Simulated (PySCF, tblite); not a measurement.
**C₆H₈B₂FN: geometry, infrared bands and NMR shifts**

Wanted: the infrared bands and NMR shifts of C₆H₈B₂FN (`BN(BF)c1ccccc1`), by calculation.

The runs use tblite 0.8.0 and PySCF 2.14.0, with density-fitted response routines of our own; the level of theory stands in each step. All values are computed, except where a source is named. Atoms are numbered from 0 throughout.

### Step 1. The molecule as given

18 atoms, charge 0, multiplicity 1; geometry from: force field or distance geometry start.

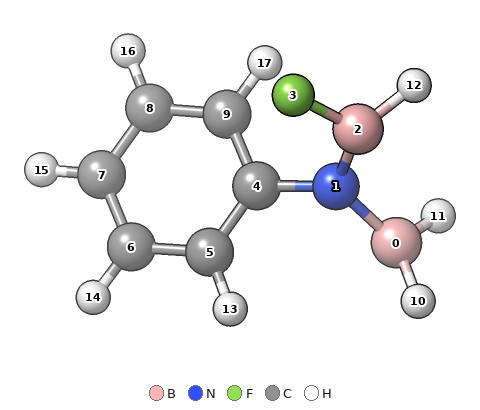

The starting geometry (boron pink, nitrogen blue, fluorine green, carbon grey, hydrogen white), atoms numbered.

### Step 2. Optimising the geometry with GFN2-xTB

Job settings and geometry (Å):

```
{"job": {"kind": "relax", "xc": "GFN2-xTB", "basis": "xTB"}, "charge": 0, "multiplicity": 1}
B     -1.940000    -1.176500     1.498700
N     -1.488400    -0.202300     0.409900
B     -2.472700     0.714700    -0.301100
F     -2.020700     1.309000    -1.548000
C     -0.117500    -0.116300     0.041100
C      0.598800    -1.206400    -0.413900
C      1.945500    -1.042600    -0.782200
C      2.552800     0.218400    -0.689100
C      1.813900     1.311500    -0.240000
C      0.481800     1.134400     0.121000
H     -2.504200    -2.205400     1.244100
H     -2.089800    -0.725100     2.578600
H     -3.222500     1.416500     0.345000
H      0.174000    -2.197100    -0.491200
H      2.536900    -1.870500    -1.127400
H      3.588500     0.360400    -0.963900
H      2.256500     2.306600    -0.164300
H     -0.101400     1.977000     0.471300
```

Started as:

```bash
> OMP_NUM_THREADS=1 python probes_run.py task.json out
```

The driver reads the jobs from task.json and runs them one after another.

What it wrote:

```text
step      E/eV     max force
  0    -737.08696    3.137
  1    -737.46995    2.007
  2    -737.72243    2.265
  3    -737.81845    0.865
  4    -737.88369    0.751
  5    -737.90628    0.601
  6    -737.92750    0.343
  7    -737.94242    0.372
  8    -737.96511    0.480
  9    -737.98320    0.508
 10    -738.00017    0.372
 11    -738.01363    0.369
 12    -738.02724    0.342
 13    -738.04450    0.315
 14    -738.06645    0.405
 15    -738.09118    0.554
 16    -738.11488    0.557
 17    -738.13419    0.415
 18    -738.15067    0.285
 19    -738.16680    0.389
 20    -738.17900    0.392
 21    -738.18440    0.385
 22    -738.19405    0.232
 23    -738.19918    0.203
 24    -738.20800    0.262
 25    -738.21936    0.302
 26    -738.23252    0.313
 27    -738.24262    0.335
 28    -738.25724    0.464
 29    -738.27995    0.648
 30    -738.30964    0.583
 31    -738.35324    0.553
 32    -738.38865    0.993
 33    -738.47195    0.688
 34    -738.54170    0.720
 35    -738.59041    0.726
 36    -738.64093    0.747
 37    -738.67254    0.661
 38    -738.69916    0.575
 39    -738.71435    0.442
 40    -738.73654    0.477
 41    -738.75859    0.505
 42    -738.77181    0.286
 43    -738.78032    0.278
 44    -738.78957    0.209
 45    -738.79874    0.195
 46    -738.80642    0.172
 47    -738.81047    0.154
 48    -738.81492    0.153
 49    -738.81833    0.158
 50    -738.82089    0.143
 51    -738.82255    0.088
 52    -738.82378    0.079
 53    -738.82465    0.085
 54    -738.82531    0.073
 55    -738.82592    0.068
 56    -738.82681    0.063
 57    -738.82735    0.051
 58    -738.82789    0.046
 59    -738.82821    0.040
 60    -738.82848    0.036
 61    -738.82875    0.050
 62    -738.82908    0.041
 63    -738.82943    0.041
 64    -738.82975    0.042
 65    -738.83000    0.041
 66    -738.83024    0.053
 67    -738.83054    0.052
 68    -738.83092    0.043
 69    -738.83127    0.046
 70    -738.83153    0.038
 71    -738.83173    0.038
 72    -738.83194    0.037
 73    -738.83216    0.031
 74    -738.83236    0.032
 75    -738.83258    0.036
 76    -738.83284    0.037
 77    -738.83315    0.044
 78    -738.83344    0.038
 79    -738.83365    0.036
 80    -738.83383    0.030
 81    -738.83406    0.034
 82    -738.83429    0.032
 83    -738.83447    0.033
 84    -738.83458    0.029
 85    -738.83468    0.025
 86    -738.83479    0.024
 87    -738.83489    0.021
 88    -738.83496    0.017
 89    -738.83500    0.014
 90    -738.83503    0.017
 91    -738.83507    0.016
 92    -738.83510    0.013
 93    -738.83513    0.015
 94    -738.83517    0.014
 95    -738.83522    0.019
 96    -738.83528    0.021
 97    -738.83534    0.024
 98    -738.83541    0.026
 99    -738.83549    0.022
100    -738.83557    0.019
101    -738.83564    0.016
102    -738.83568    0.013
103    -738.83571    0.016
104    -738.83574    0.016
105    -738.83577    0.015
106    -738.83579    0.013
107    -738.83581    0.013
108    -738.83584    0.014
109    -738.83588    0.016
110    -738.83592    0.015
111    -738.83594    0.012
112    -738.83596    0.011
113    -738.83598    0.011
114    -738.83601    0.012
115    -738.83603    0.008
```

Run time: 2.4 s. Hardware: 1 thread of Intel Xeon at 2.50GHz, shared host; peak memory 0.18 GiB.

Along the way: (not every step is listed)

| step | energy from step 0 (eV) | largest force (eV/Å) |
| --- | --- | --- |
| 0 | 0.0000 | 3.1368 |
| 1 | -0.3830 | 2.0067 |
| 2 | -0.6355 | 2.2650 |
| 3 | -0.7315 | 0.8655 |
| 4 | -0.7967 | 0.7509 |
| 5 | -0.8193 | 0.6005 |
| 6 | -0.8405 | 0.3432 |
| 7 | -0.8555 | 0.3722 |
| 8 | -0.8782 | 0.4801 |
| 18 | -1.0637 | 0.2847 |
| 28 | -1.1703 | 0.4638 |
| 38 | -1.6122 | 0.5746 |
| 48 | -1.7280 | 0.1527 |
| 58 | -1.7409 | 0.0461 |
| 68 | -1.7440 | 0.0430 |
| 78 | -1.7465 | 0.0383 |
| 88 | -1.7480 | 0.0172 |
| 98 | -1.7485 | 0.0256 |
| 108 | -1.7489 | 0.0136 |
| 110 | -1.7490 | 0.0149 |
| 111 | -1.7490 | 0.0122 |
| 112 | -1.7490 | 0.0110 |
| 113 | -1.7490 | 0.0112 |
| 114 | -1.7491 | 0.0118 |
| 115 | -1.7491 | 0.0078 |

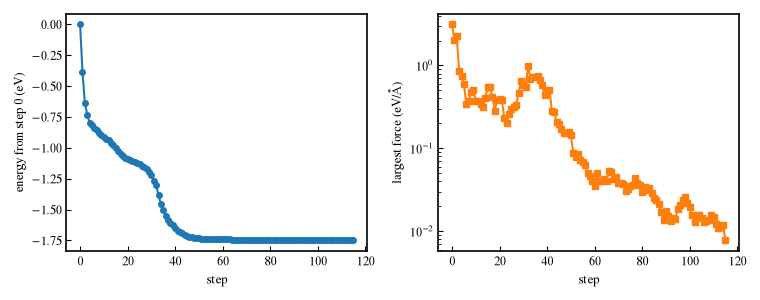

Energy and force, step by step.

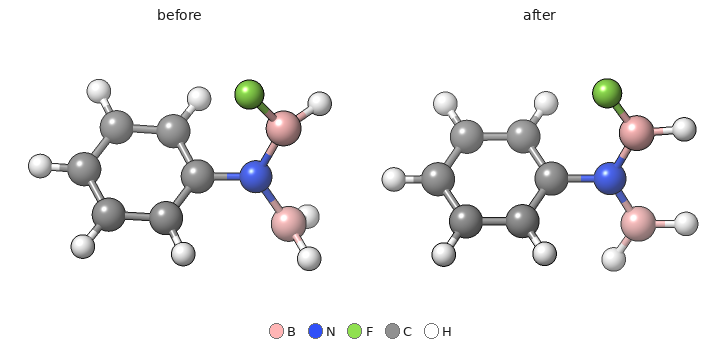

The geometry before (left) and after (right).

Distances of close pairs at the start and the end, largest changes first:

| bond | before (Å) | after (Å) | change (Å) |
| --- | --- | --- | --- |
| B2–F3 | 1.453 | 1.324 | -0.129 |
| B0–N1 | 1.529 | 1.414 | -0.116 |
| N1–B2 | 1.522 | 1.420 | -0.101 |
| B2–H12 | 1.213 | 1.169 | -0.044 |
| B0–H10 | 1.201 | 1.169 | -0.031 |
| C5–C6 | 1.406 | 1.383 | -0.023 |
| C6–C7 | 1.403 | 1.385 | -0.018 |
| B0–H11 | 1.180 | 1.167 | -0.013 |

The end geometry stands in the next job.

### Step 3. Infrared spectrum with GFN2-xTB

Job settings and geometry (Å):

```
{"job": {"kind": "ir", "xc": "GFN2-xTB", "basis": "xTB"}, "charge": 0, "multiplicity": 1}
B     -1.880541    -1.020065     1.442714
N     -1.507550    -0.077864     0.457018
B     -2.436910     0.796112    -0.167386
F     -2.023064     1.611138    -1.125883
C     -0.139208    -0.010839     0.053601
C      0.496810    -1.142946    -0.440568
C      1.823113    -1.080105    -0.828123
C      2.523842     0.110150    -0.728397
C      1.890879     1.239346    -0.237959
C      0.565089     1.182275     0.153363
H     -1.057601    -1.694079     1.928219
H     -3.002844    -1.084465     1.756914
H     -3.571696     0.818892     0.111901
H     -0.058196    -2.066210    -0.520456
H      2.309188    -1.964711    -1.212621
H      3.558499     0.157074    -1.033714
H      2.431310     2.170818    -0.157872
H      0.070121     2.061795     0.537593
```

What it wrote:

```text
mode    cm-1     km/mol
  1      56.2      0.07
  2     102.8      0.42
  3     140.9      1.25
  4     185.2      0.37
  5     225.3      2.56
  6     305.1      0.32
  7     370.5      1.30
  8     380.8      0.68
  9     422.2      5.12
 10     488.7      0.99
 11     517.6      0.49
 12     566.1     15.50
 13     594.2      0.66
 14     673.3      7.28
 15     742.8     72.79
 16     749.1     35.98
 17     771.2     17.80
 18     855.7    142.57
 19     875.8      0.70
 20     892.8      2.89
 21     899.5      2.04
 22     927.9      0.13
 23     930.4      0.01
 24     974.4      0.17
 25    1039.4     12.42
 26    1075.2     19.68
 27    1084.2      8.46
 28    1116.5      1.87
 29    1159.9     53.07
 30    1180.5      0.26
 31    1190.8      3.80
 32    1236.5     23.57
 33    1276.2     17.51
 34    1304.7    224.59
 35    1317.6      5.51
 36    1347.4    627.13
 37    1438.7     12.41
 38    1472.4     40.70
 39    1588.5      2.52
 40    1599.2     21.25
 41    2642.0    106.05
 42    2658.7    103.24
 43    2685.4    199.80
 44    3076.8      3.27
 45    3079.9      0.88
 46    3086.7     42.16
 47    3091.1     79.16
 48    3097.5     26.58
```

Run time: 1.8 s. Hardware: 1 thread of Intel Xeon at 2.50GHz, shared host; peak memory 0.18 GiB.

The strongest bands and the atoms that carry them (share of the mass-weighted mode):

| cm⁻¹ | km/mol | atoms |
| --- | --- | --- |
| 743 | 72.8 | H12 41 %, B2 28 % |
| 856 | 142.6 | H10 37 %, H11 34 %, B0 26 % |
| 1305 | 224.6 | N1 34 %, B2 18 %, C4 15 %, B0 11 % |
| 1347 | 627.1 | N1 42 %, B2 26 %, B0 19 % |
| 2642 | 106.0 | H10 67 %, H11 27 % |
| 2659 | 103.2 | H12 88 % |
| 2685 | 199.8 | H11 65 %, H10 22 %, B0 11 % |
| 3091 | 79.2 | H17 36 %, H14 23 %, H13 16 % |

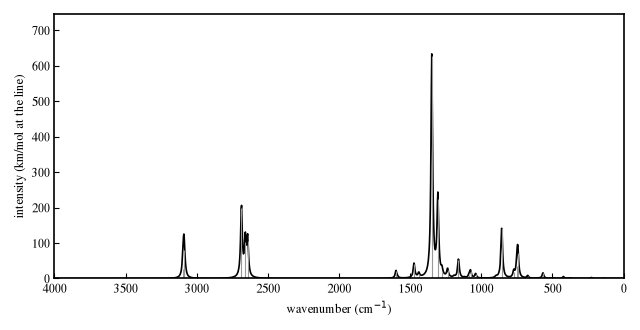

The infrared spectrum from these modes, unscaled. Lines are broadened to a width of 14 cm⁻¹ (Lorentzian).

### Step 4. NMR shieldings: PBE0/pcSseg-1

Same as in step 3 but for these lines:

```diff
@@ -1,2 +1,2 @@
-{"job": {"kind": "ir", "xc": "GFN2-xTB", "basis": "xTB"}, "charge": 0, "multiplicity": 1}
+{"job": {"kind": "nmr", "xc": "PBE0", "basis": "pcSseg-1"}, "charge": 0, "multiplicity": 1}
 B     -1.880541    -1.020065     1.442714
```

With the program's defaults for keys left out, this is: GIAO PBE0/pcSseg-1 NMR shielding, non-relativistic, gas phase.

What it wrote:

```text
coarse grid: 15800 points
cycle   1  E = -437.1786335909  dE =  1.603e+00  |g| = 5.461e-01  |ddm| = 4.063e+00
cycle   2  E = -437.1462106251  dE =  3.242e-02  |g| = 7.360e-01  |ddm| = 1.089e+00
cycle   3  E = -437.2387969518  dE = -9.259e-02  |g| = 8.829e-02  |ddm| = 5.655e-01
cycle   4  E = -437.2400872061  dE = -1.290e-03  |g| = 4.442e-02  |ddm| = 1.157e-01
cycle   5  E = -437.2405169590  dE = -4.298e-04  |g| = 1.439e-02  |ddm| = 5.012e-02
cycle   6  E = -437.2405632012  dE = -4.624e-05  |g| = 3.707e-03  |ddm| = 1.510e-02
cycle   7  E = -437.2405665032  dE = -3.302e-06  |g| = 8.504e-04  |ddm| = 4.051e-03
final grid: 155240 points
cycle   8  E = -437.3003650720  dE = -6.247e-05  |g| = 7.939e-03  |ddm| = 5.123e-02
cycle   9  E = -437.3003615434  dE =  3.529e-06  |g| = 9.094e-03  |ddm| = 1.674e-02
cycle  10  E = -437.3003807881  dE = -1.924e-05  |g| = 1.198e-03  |ddm| = 8.339e-03
cycle  11  E = -437.3003810684  dE = -2.804e-07  |g| = 3.643e-04  |ddm| = 1.014e-03
cycle  12  E = -437.3003810954  dE = -2.693e-08  |g| = 1.061e-04  |ddm| = 3.977e-04
cycle  13  E = -437.3003810978  dE = -2.445e-09  |g| = 4.923e-05  |ddm| = 1.538e-04
cycle  14  E = -437.3003810984  dE = -6.098e-10  |g| = 9.129e-06  |ddm| = 5.451e-05
converged SCF energy = -437.3003810984

GIAO shielding tensors (ppm)
atom      isotropic    diamagn.    paramagn.     s11        s22        s33       span
  0 B       48.294     196.751    -148.457      2.886     27.027    114.968    112.082
  1 N       56.508     328.662    -272.154    -43.823     12.673    200.674    244.497
  2 B       67.091     192.412    -125.321     44.861     69.050     87.361     42.500
  3 F      238.848     470.846    -231.997     64.563    207.420    444.562    380.000
  4 C       33.620     257.172    -223.552    -66.198     26.712    140.346    206.544
  5 C       54.594     251.382    -196.787    -42.728     45.571    160.940    203.668
  6 C       52.002     254.121    -202.120    -58.734     37.986    176.753    235.487
  7 C       55.284     254.568    -199.285    -54.877     40.371    180.356    235.233
  8 C       53.274     254.008    -200.734    -55.502     38.241    177.084    232.586
  9 C       54.470     251.368    -196.898    -42.411     41.637    164.184    206.595
 10 H       26.005      30.924      -4.919     21.910     26.206     29.899      7.989
 11 H       26.126      30.692      -4.566     24.195     26.526     27.656      3.461
 12 H       26.737      29.588      -2.851     24.130     26.463     29.617      5.488
 13 H       24.403      32.896      -8.494     21.056     23.589     28.564      7.508
 14 H       23.998      30.056      -6.058     20.679     24.452     26.864      6.184
 15 H       24.140      29.556      -5.416     20.971     24.794     26.656      5.686
 16 H       24.059      30.016      -5.956     20.673     24.585     26.919      6.246
 17 H       24.278      32.643      -8.365     20.838     23.057     28.939      8.101
```

Wall time 2 min (1 thread of Intel Xeon at 2.50GHz, shared host); peak memory 1 GiB.

Shifts follow as δ = σ(reference) − σ, with reference shieldings (ppm) from runs at the same level and on the same kind of geometry: 1H TMS 31.72, 13C TMS 186.9, 19F CFCl3 170.9, 15N NH3 267.7, 11B BF3·OEt2 100.1. The references are single molecules in the gas phase, so shifts against H2O, NH3, PH3, H3PO4 or CFCl3 are not on the usual liquid scales and can be off by tens of ppm. Atoms listed in one row are averaged.

| atoms | environment | σ (ppm) | δ (ppm) | δ scaled to CDCl3 |
| --- | --- | --- | --- | --- |
| C4 | aromatic carbon bearing nitrogen | 33.6 | 153.3 | 147.7 |
| C6, C8 | aromatic CH | 52.6 | 134.3 | 129.1 |
| C5, C9 | aromatic CH | 54.5 | 132.4 | 127.3 |
| C7 | aromatic CH | 55.3 | 131.6 | 126.6 |
| H14, H16 | hydrogen on an aromatic CH | 24.03 | 7.69 | 7.35 |
| H15 | hydrogen on an aromatic CH | 24.14 | 7.58 | 7.25 |
| H13, H17 | hydrogen on an aromatic CH | 24.34 | 7.38 | 7.06 |
| H10, H11 | hydrogen on a boron bonded to N | 26.07 | 5.65 | – |
| H12 | hydrogen on a boron bonded to F, N | 26.74 | 4.98 | – |
| B0 | boron bonded to N, 2 H | 48.3 | 51.8 | – |
| B2 | boron bonded to F, N, H | 67.1 | 33.0 | – |
| N1 | aniline-type nitrogen | 56.5 | 211.2 | – |
| F3 | fluorine bonded to B | 238.8 | -67.9 | – |

The scaled column applies a straight-line fit of computed shieldings to shifts measured in CDCl3, and one for carbons that bear F (root-mean-square error 0.16 ppm for H, 1.9 ppm for C).

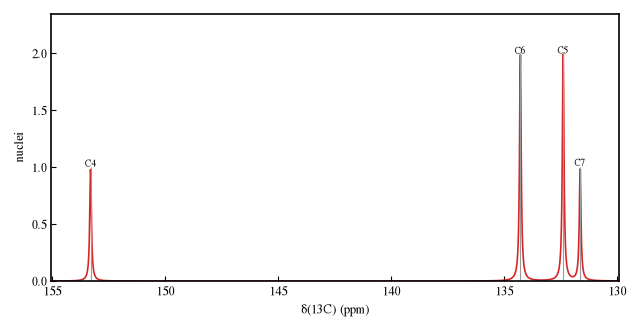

13C lines at the computed shifts, without couplings. Lines are broadened to a width of 0.09 ppm (Lorentzian).

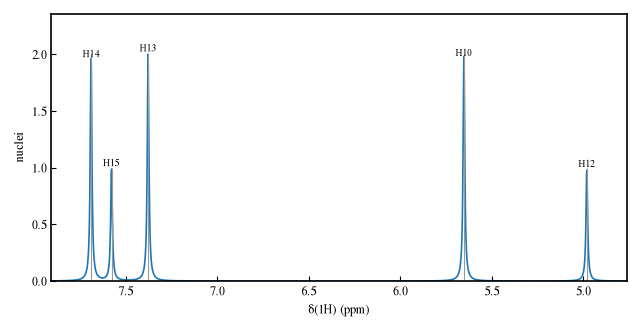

1H lines at the computed shifts, without couplings. Lines are broadened to a width of 0.01 ppm (Lorentzian).

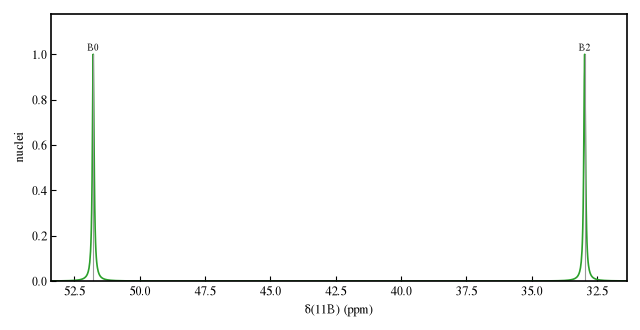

11B lines at the computed shifts, without couplings. Lines are broadened to a width of 0.08 ppm (Lorentzian).

Charges from the same density, by scheme (e):

| atoms | Mulliken | IAO | Hirshfeld | ESP fit |
| --- | --- | --- | --- | --- |
| B0 | 0.19 | 0.05 | 0.14 | 0.19 |
| N1 | -0.68 | -0.31 | -0.15 | -0.29 |
| B2 | 0.55 | 0.43 | 0.24 | 0.47 |
| F3 | -0.29 | -0.31 | -0.13 | -0.26 |
| C4 | 0.14 | 0.11 | 0.05 | 0.41 |
| C5, C9 | -0.04 | -0.16 | -0.05 | -0.34 |
| C6, C8 | -0.07 | -0.15 | -0.04 | -0.07 |
| C7 | -0.07 | -0.16 | -0.05 | -0.22 |

ESP fit charges:

B0 0.19; N1 -0.29; B2 0.47; F3 -0.26; C4 0.41; C5 -0.33; C6 -0.09; C7 -0.22; C8 -0.05; C9 -0.36; H10 -0.08; H11 -0.09; H12 -0.11; H13 0.18; H14 0.15; H15 0.16; H16 0.14; H17 0.19

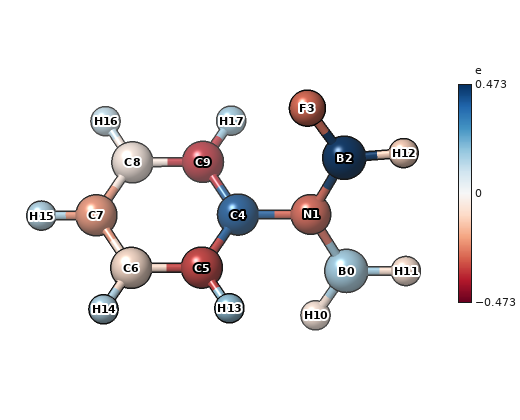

ESP fit charges, as colours on the atoms.

Mayer bond orders: B0–N1 1.21, N1–B2 1.11, B2–F3 1.12, N1–C4 0.79, C4–C5 1.44, C5–C6 1.43, C6–C7 1.43, C7–C8 1.43, C8–C9 1.44, C9–C4 1.43.

Ring of atoms C4, C5, C6, C7, C8, C9: NICS(0) -9.3, NICS(1) -11.2, NICS(1)zz -28.8 ppm (means of both faces).

The fields below are evaluated on a grid from the run's orbitals.

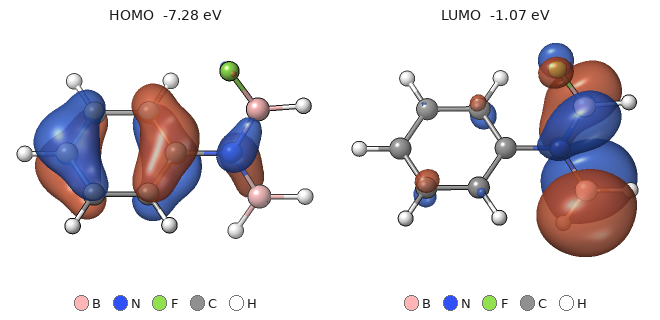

PBE0/pcSseg-1 orbitals near the gap, drawn at the value that encloses 70 % of each; the two colours are the two signs.

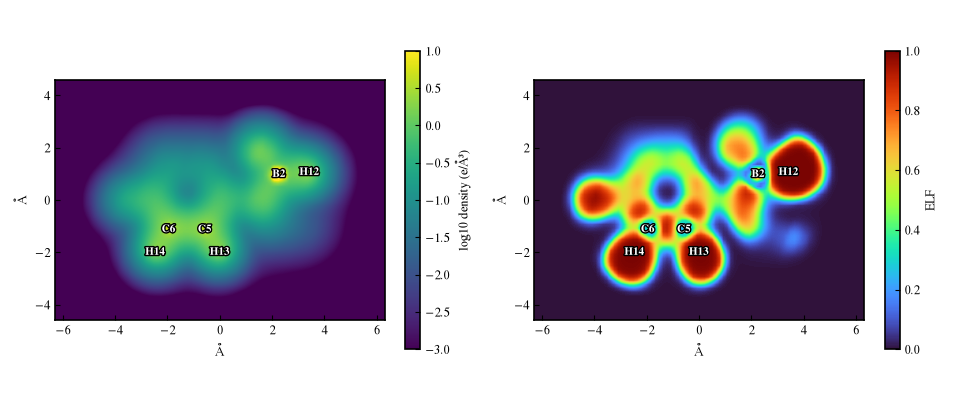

Density (left) and ELF (right) in a plane through or near 6 of the atoms.

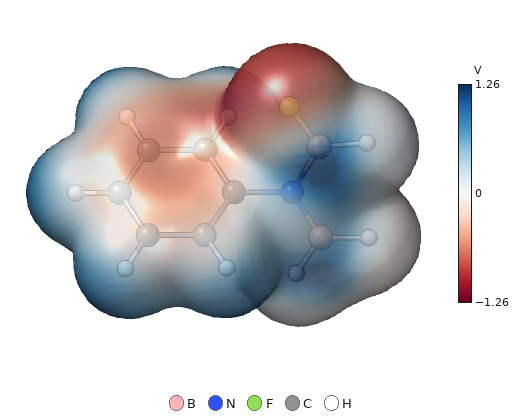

The potential that a unit positive charge feels on the 0.002 e/bohr³ surface, from the 1st to the 99th percentile, from -0.86 V near F3 to 1.26 V near B2.

### Step 5. What came out

| quantity | value |
| --- | --- |
| strongest single infrared mode (GFN2-xTB) | 1347 cm⁻¹, 627 km/mol |
| zero-point energy (GFN2-xTB) | 82.2 kcal/mol |
| 13C shifts against TMS (PBE0/pcSseg-1, means over atoms taken as alike) | 153.3, 134.3, 132.4, 131.6 ppm |
| 1H shifts against TMS (PBE0/pcSseg-1, means over atoms taken as alike) | 7.69, 7.58, 7.38, 5.65, 4.98 ppm |
| 11B shifts against BF3·OEt2 (PBE0/pcSseg-1) | 51.8, 33.0 ppm |
| 15N shifts against NH3 (PBE0/pcSseg-1) | 211.2 ppm |
| 19F shifts against CFCl3 (PBE0/pcSseg-1) | -67.9 ppm |
| surface potential, 1st and 99th percentile | -0.86 V and 1.26 V |

In words: The optimisation took 115 steps and gained 1.749 eV; among the close pairs (by a distance rule), B2–F3 changed most, from 1.453 to 1.324 Å. All 48 modes are real, so the xTB geometry is a minimum. The strongest single mode, at 1347 cm⁻¹, is spread over several atoms, N1, B2, B0 among them. Unscaled tight-binding wavenumbers are off by several per cent, some by more. Its intensities can rank the bands wrongly. At PBE0/pcSseg-1: Shielding is most anisotropic at F3 (span 380 ppm, paramagnetic term -232 ppm). NICS(1)zz of -29 ppm above the planar ring from C4 marks a diatropic (aromatic) ring current. By nearest atom (PBE0/pcSseg-1), the HOMO sits on C4, C7 about 25 % each; C5, C9 about 9 % each and the LUMO on B0 38 %; B2 16 %.
